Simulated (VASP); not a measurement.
Band structure of ZrS2 (relaxed from the pyrite structure, space group Pa-3). Method: r2SCAN meta-GGA, VASP's PBE PAW potentials (set 64) (plane waves; VASP).

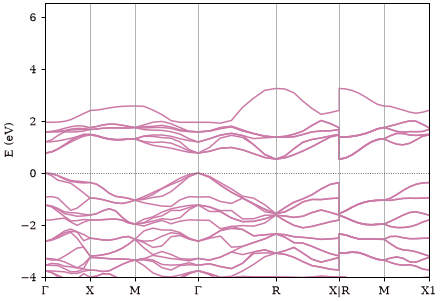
*Bands along high-symmetry lines, zero at the valence-band maximum or, without a gap, the Fermi level*

Problem. Read the plot: is there a gap, and where are the band edges?

Solution. The gap is indirect, 0.53 eV, from the valence maximum at Γ to the conduction minimum at R.

The structure was generated: ZrS2 was put into the pyrite type (Pa-3), which need not be its known phase. It was relaxed first, which changed the volume by +8 %.
